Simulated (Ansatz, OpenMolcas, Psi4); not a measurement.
TaF5 (tantalum pentafluoride): methods side by side

TaF5 has 6 atoms, charge 0, and is taken as a singlet. As SMILES, `F[Ta](F)(F)(F)F`. Geometry: relaxed at PBE0-D4/def2-TZVP.

Quantity: the HOMO–LUMO gap, in eV. The values are calculated.

```json
{"level": "HF/def2-SVP (core potential)", "kind": "Hartree–Fock", "program": "Psi4", "value (eV)": "18.91", "CPU time": "21 s"}
{"level": "SVWN5/def2-SVP (core potential)", "kind": "LDA", "program": "Psi4", "value (eV)": "6.81", "CPU time": "33 s"}
{"level": "revPBE/def2-SVP (core potential)", "kind": "GGA", "program": "Ansatz", "value (eV)": "6.80", "CPU time": "5.1 s"}
{"level": "M06-L/def2-SVP (core potential)", "kind": "meta-GGA", "program": "OpenMolcas", "value (eV)": "7.35", "CPU time": "34 s"}
{"level": "r2SCAN/def2-SVP (core potential)", "kind": "meta-GGA", "program": "Ansatz", "value (eV)": "7.38", "CPU time": "11 s"}
{"level": "B3LYP/def2-SVP (core potential)", "kind": "global hybrid", "program": "OpenMolcas", "value (eV)": "9.06", "CPU time": "26 s"}
{"level": "CAM-B3LYP/def2-SVP (core potential)", "kind": "range-separated hybrid", "program": "Ansatz", "value (eV)": "12.35", "CPU time": "6.4 s"}
{"level": "B2PLYP/def2-SVP (core potential)", "kind": "double hybrid", "program": "OpenMolcas", "value (eV)": "12.97", "CPU time": "18 s"}
{"level": "DSD-PBEP86/def2-SVP (core potential, density fitting for correlation)", "kind": "double hybrid", "program": "Psi4", "value (eV)": "15.32", "CPU time": "11 s"}
```

The values span 6.80 to 18.91 eV. Orbital gaps aren't excitation energies, and those of double hybrids come from the SCF part alone; they tend to grow with the share of exact exchange. Times are those of the runs behind each value, whatever else they computed, on shared processors of several kinds: orders of magnitude only.

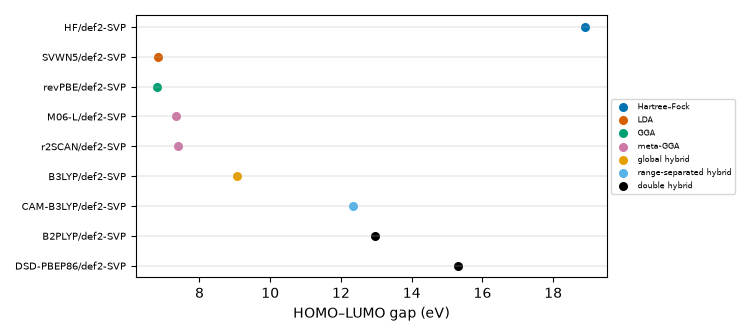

The values of the table, level by level.
